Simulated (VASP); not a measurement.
Band structure of CdZn₃Te₄ (ordered alloy cell). Method: PBEsol GGA, VASP's PBE PAW potentials (set 64) (plane waves; VASP).

Unless said otherwise, spin-orbit coupling is left out, though it shifts the bands of the heavy elements here.

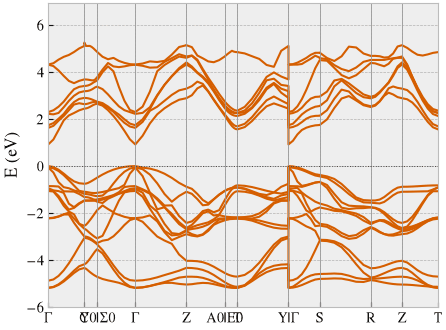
Bands along high-symmetry lines, zero at the valence-band maximum or, without a gap, the Fermi level

Task: Read the plot: is there a gap, and where are the band edges?

Result: The gap is direct, 0.92 eV, from the valence maximum at Γ to the conduction minimum at Γ. (Edges off the drawn lines would not show.)

The structure was generated: CdZn3Te4 was put into an ordered model structure (Amm2), which need not be its known phase. It was relaxed first.
